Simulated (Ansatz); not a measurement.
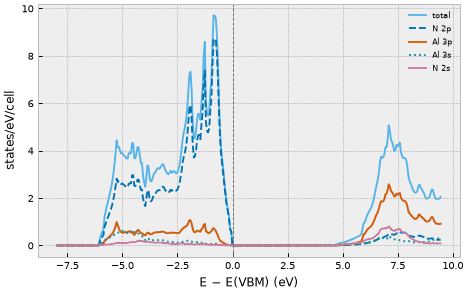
Figure. Total and projected density of states of AlN in space group P4_2/mnm (No. 136; Al on 4g, N on 4f), r²SCAN (plane waves, PAW; program Ansatz)

Q: Which orbitals carry the states next to the gap?

A: Top 1 eV of the valence band: N 2p 91 %, Al 3p 6 %. Bottom 1 eV of the conduction band: N 2s 33 %, Al 3s 27 %, Al 3p 23 %, N 2p 9 %, outside the projected shells 8 %. Projections are on Löwdin-orthogonalised atomic valence shells; empty p or d shells of many metals are not among them.

Q: Where is the tallest occupied peak in this window, and what makes it?

A: Near -0.9 eV, about 9.7 states/eV per cell; the largest projected share is N 2p.

The start of the workflow was typed in or built on a structure type; neither database checked (COD, Materials Project) lists it. It is not the phase usual at ambient conditions (space group No. 186, 216). Symmetry was held in the r²SCAN relaxation; its stability against distortions is not shown here.

Potentials: the later of the program's two PAW sets.
